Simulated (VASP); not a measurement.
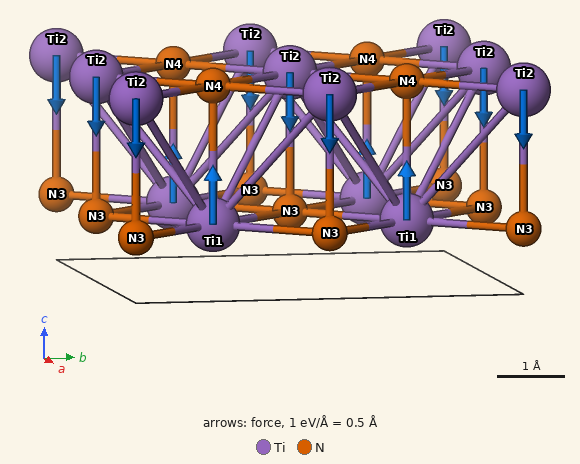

Starting geometry of a slab of composition TiN with the computed forces as blue arrows. The picture is a ball-and-stick view of the 2 × 2 repeat of the cell, outlined in the plane, without the vacuum, seen slightly off an axis.

The run lets the atoms move in a fixed cell.

The calculation used VASP 6.6.1, Kohn-Sham DFT of a periodic cell, PBEsol, VASP PAW PBE potentials, recommended.

The input:
```
SYSTEM = TiN
ALGO = Normal ; DIPOL = 0.5 0.5 0.500
EDIFF = 1E-6 ; EDIFFG = -0.015
ENCUT = 520 ; GGA = PS
IBRION = 2 ; IDIPOL = 3
ISIF = 2 ; ISMEAR = 1
ISPIN = 2 ; KPAR = 8
LASPH = .True. ; LCHARG = .False.
LDIPOL = .True. ; LMAXMIX = 4
LORBIT = 11 ; LREAL = .False.
LWAVE = .False. ; MAGMOM = 1 1 0 0
NELM = 120 ; NSW = 100
PREC = Accurate ; SIGMA = 0.1
```

Launched with:
```bash
cat potpaw_PBE.64/Ti_sv/POTCAR potpaw_PBE.64/N/POTCAR > POTCAR
mpirun -np 8 vasp_std > vasp.out
```

What follows when this structure is relaxed?

It isn't relaxed: the largest force vector, on Ti atoms, is 1.84 eV/Å. The atoms end up moving mostly along the starting forces (cosine between the two patterns 1.00). Over 4 geometry steps the energy falls by 0.211 eV per cell of the calculation. Largest force component: 1.8 eV/Å at the start, 0.015 eV/Å at the end. The largest moves relative to the layer's centre, 0.11 Å, are those of Ti1 and Ti2. Ti1 goes along the normal (+c). By element the largest moves are Ti 0.11 Å, N 0.01 Å. The cell stays as it was. Among the contacts that change: Ti1–Ti2 2.997 → 2.845 Å, Ti1–N4 2.119 → 2.020 Å. Among the angles between lasting bonds that change: Ti2–N4–Ti2 180.0° → 173.5°, Ti1–N4–Ti2 90.0° → 86.7°.
